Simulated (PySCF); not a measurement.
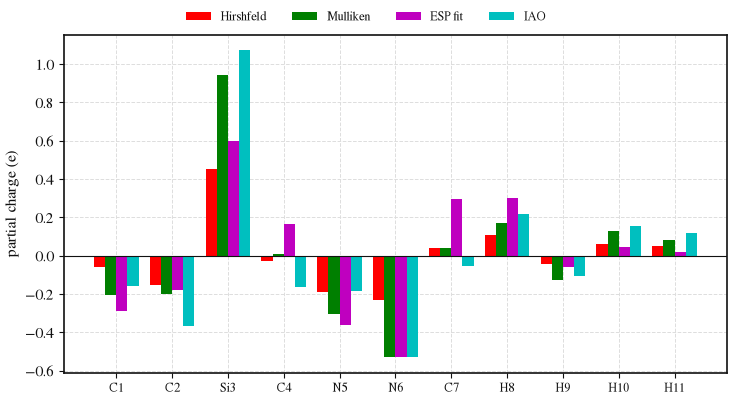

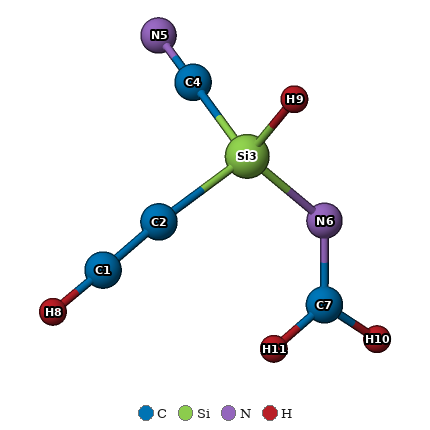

Atomic charges of C₄H₄N₂Si, SMILES C#C[Si@H](C#N)N=C by 4 schemes, PBE0/IGLO-III in PySCF 2.14.0, at a PBE0-D3(BJ)/def2-SVP geometry (no frequency check).

> On which atom do the schemes disagree most?

On Si3: Hirshfeld 0.45, Mulliken 0.94, ESP fit 0.60, IAO 1.07 e.

> Which atom is the most negative in each scheme?

Hirshfeld: N6 (−0.23 e); Mulliken: N6 (−0.53 e); ESP fit: N6 (−0.53 e); IAO: N6 (−0.53 e).

Known limits of this run: one conformer of a flexible molecule.
